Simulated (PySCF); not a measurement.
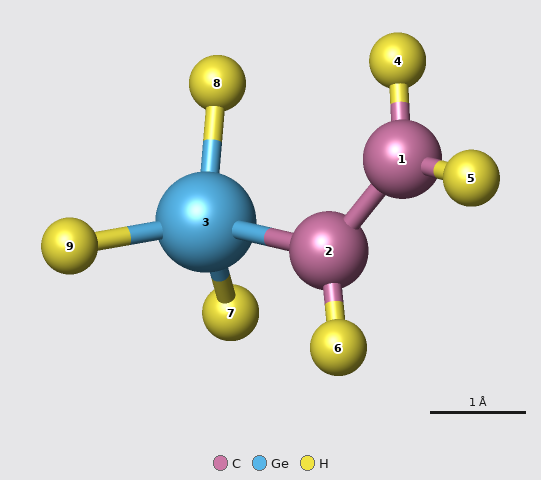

The structure as given in the input (ball-and-stick view, seen at a tilt; atoms are numbered from 1 in the order of the input). Sticks mark near contacts. Bond lengths as drawn: C–C 1.34 Å, C–Ge 1.94 Å, C–H 1.10 Å and Ge–H 1.54 Å.

Core-level calculation of C2H6Ge

System: C2H6Ge, SMILES C=[CH][GeH3].
Method: delta-SCF UKS SCAN, pcX-2 on the ionised atom, pcseg-1 elsewhere, non-relativistic (PySCF 2.14.0).

It belongs to a series of runs on one base structure; here: no relativity. Figures and captions count atoms from 1; the log counts them from 0 in places.

**The input**
```
{"job": {"kind": "xps", "x2c": false}, "charge": 0, "multiplicity": 1}
C      1.544706     0.004209    -0.349948
C      0.564702     0.039445     0.557059
Ge    -1.318057    -0.018450     0.095011
H      1.340615    -0.059767    -1.424824
H      2.601162     0.036608    -0.060810
H      0.832982     0.097524     1.619507
H     -2.016146    -1.177985     0.832493
H     -1.445939    -0.222346    -1.425966
H     -2.020653     1.294177     0.495371
```

The first line tells a small driver script what to run in PySCF; the rest is the geometry in Å.

Machine: 1 CPU thread, shared host.

Command:
```bash
OMP_NUM_THREADS=1 python <driver script> task.json out
```

**Output**
```
ground state, core basis on atom 0 (C), 116 functions
  cycle   1  E = -2156.43008907  |g| = 3.97e-01
  cycle   2  E = -2156.39490003  |g| = 5.15e-01
  cycle   3  E = -2156.47031245  |g| = 4.48e-02
  cycle   4  E = -2156.47084922  |g| = 2.59e-02
  cycle   5  E = -2156.47099711  |g| = 1.23e-02
  cycle   6  E = -2156.47104171  |g| = 1.91e-03
  cycle   7  E = -2156.47104296  |g| = 4.00e-04
  E(ground) = -2156.60306848 Eh
hole in C 1s of atom 0
  cycle   1  E = -2145.21896823  |g| = 1.50e+00
  cycle   2  E = -2143.99598474  |g| = 1.99e+00
  cycle   3  E = -2145.68400726  |g| = 4.20e-01
  cycle   4  E = -2145.75407504  |g| = 2.72e-01
  cycle   5  E = -2145.79031140  |g| = 1.30e-01
  cycle   6  E = -2145.79858509  |g| = 1.78e-02
  cycle   7  E = -2145.79880596  |g| = 5.95e-03
  cycle   8  E = -2145.79885031  |g| = 2.66e-03
  cycle   9  E = -2145.79886540  |g| = 1.36e-03
  cycle  10  E = -2145.79887000  |g| = 6.27e-04
  cycle  11  E = -2145.79887073  |g| = 2.07e-04
  E(ion) = -2145.93027493 Eh   <S^2> = 0.7914   hole on atom = 1.000   binding energy = 290.422 eV
ground state, core basis on atom 1 (C), 116 functions
  cycle   1  E = -2156.47215890  |g| = 4.72e-02
  cycle   2  E = -2156.47129596  |g| = 6.38e-02
  cycle   3  E = -2156.47226482  |g| = 2.17e-02
  cycle   4  E = -2156.47239457  |g| = 3.75e-03
  cycle   5  E = -2156.47239933  |g| = 7.56e-04
  cycle   6  E = -2156.47239782  |g| = 2.13e-04
  E(ground) = -2156.60431461 Eh
hole in C 1s of atom 1
  cycle   1  E = -2145.22187927  |g| = 1.51e+00
  cycle   2  E = -2144.35266097  |g| = 1.93e+00
  cycle   3  E = -2145.68834793  |g| = 5.02e-01
  cycle   4  E = -2145.76155612  |g| = 2.85e-01
  cycle   5  E = -2145.80577720  |g| = 5.53e-02
  cycle   6  E = -2145.80748971  |g| = 9.55e-03
  cycle   7  E = -2145.80761148  |g| = 4.64e-03
  cycle   8  E = -2145.80765863  |g| = 3.18e-03
  cycle   9  E = -2145.80768832  |g| = 2.10e-03
  cycle  10  E = -2145.80770207  |g| = 1.01e-03
  cycle  11  E = -2145.80770149  |g| = 3.93e-04
  E(ion) = -2145.93889439 Eh   <S^2> = 0.8087   hole on atom = 1.000   binding energy = 290.221 eV
```

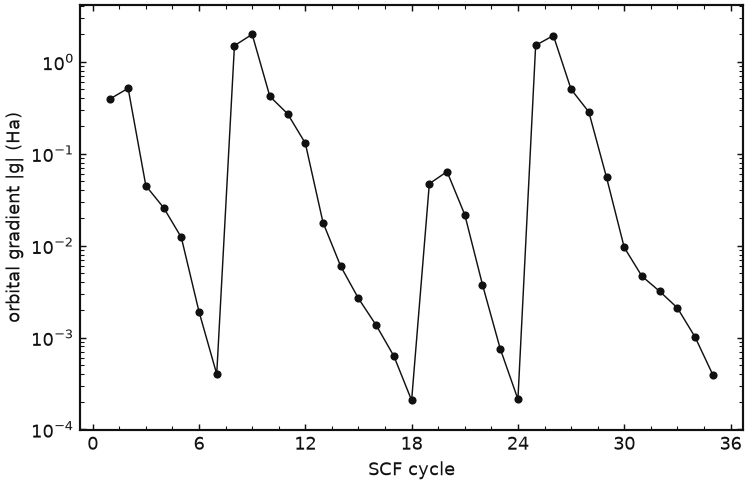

Convergence of the self-consistent field: orbital gradient |g| against the SCF cycle. All cycles printed in the log are drawn one after another.

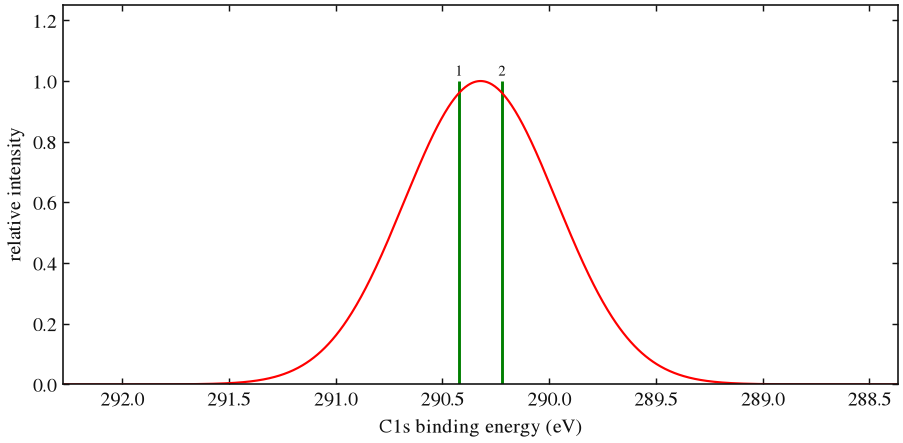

C1s binding energies by ΔSCF of the atoms computed, labelled by atom number, with a Gaussian envelope of 0.8 eV full width. They run from 290.22 eV (atom 2) to 290.42 eV (atom 1).

**Key numbers**

| quantity | value |
| --- | --- |
| outcome | converged |
| wall time | 7.9 s |
| peak memory | 0.43 GiB |
